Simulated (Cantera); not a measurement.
Feed: 1 mol N2O, 8.8 mol H2, 47 mol N2, 7.8 mol H2O, equilibrated at 59000 Pa.

Equilibrium computed with Cantera from the NASA thermochemical tables; the gas is ideal and each condensed phase is pure. Candidate condensed phases: H2O; 24 gas species. Equilibrium is a limit: real reactors are often held back by kinetics, nucleation or transport.

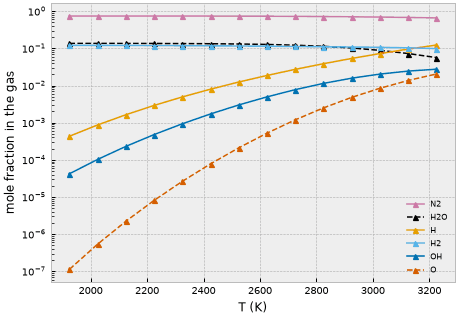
*Equilibrium gas composition (values under 1e-9 drawn at 1e-9)*

Problem. Read off the mole fractions at 2725 K.

Solution. N2 about 0.73, H2O about 0.12, H2 about 0.11, H about 0.027, OH about 0.0077, O about 0.0012.
